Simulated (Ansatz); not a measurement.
The starting structures come from a database of crystals and need not be the phases stable at ambient conditions.

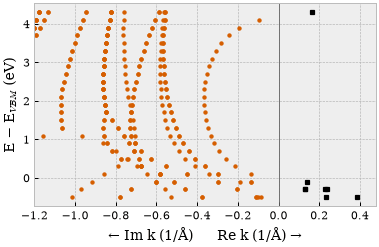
*Complex bands at the centre of the two-dimensional zone; r2SCAN (Ansatz, an electronic-structure program)*

The gap is the functional's own, uncorrected, and κ follows it; spin-orbit coupling is left out. Mid-gap values are interpolated between the computed energies.

**Question.** This is InH₄NCl₄ (I4_1/a, not sure to be the ambient phase, 20 atoms a cell, 18.8 Å³ an atom) along the normal of (001). Read off the slowest decay at the centre of the two-dimensional zone at 2.10 eV, the computed energy nearest the middle of the gap.

**Answer.** κ ≈ 0.37 1/Å, a decay length 1/(2κ) of the density of 1.4 Å.
